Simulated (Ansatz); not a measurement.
# Response to strain in Pt

Consider Pt in the fcc (Cu type) structure (space group Fm-3m, No. 225; a = 3.940 Å).

Strains are applied to the cell and any free atomic positions relax.

All numbers come from Ansatz (a program for electronic structure), r2SCAN, PAW, cutoff 500 eV, without spin-orbit coupling.

Notes on the quantities. energy relative to the base: free energy F.

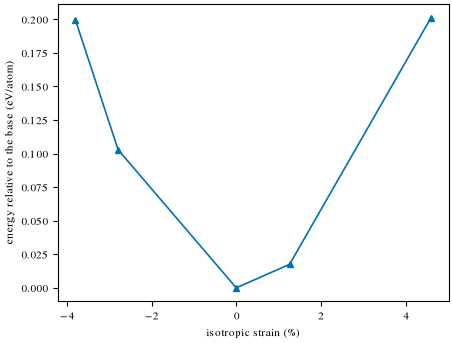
Figure: Energy relative to the base against isotropic strain

Task: From the plot, what is the energy relative to the base for isotropic strain +4.60 %?

Result: About 0.20 eV/atom.

Task: Is the trend monotonic over the range shown?

Result: No, it turns within the range, spanning 0 meV/atom to +0.201 eV/atom.

Stability against distortions was not tested. The final runs are not spin-polarised. Pt lies near a magnetic instability that expansion can trigger; it was not tested.
